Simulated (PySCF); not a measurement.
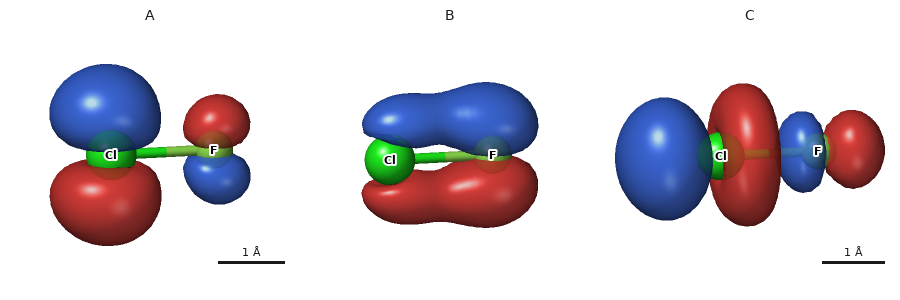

Figure. ClF. Three frontier orbitals, each drawn at the value that holds 80 % of its norm (red and blue are the two phases), in no order; of a degenerate pair one member is drawn.

These are results of PBE0/cc-pVTZ(-PP), non-relativistic Hamiltonian with scalar-relativistic core potentials where named, at a bond length of 1.622 Å (PySCF 2.14.0), not measurements.

Label each orbital by symmetry, say whether it is occupied, and order them by energy.

Answer. Orbital B: π, occupied, −13.84 eV; mainly on F (75 %).
Orbital A: π, occupied, −9.36 eV; mainly on Cl (80 %).
Orbital C: σ, empty, −2.90 eV; shared between the atoms (Cl 70 %, F 30 %).
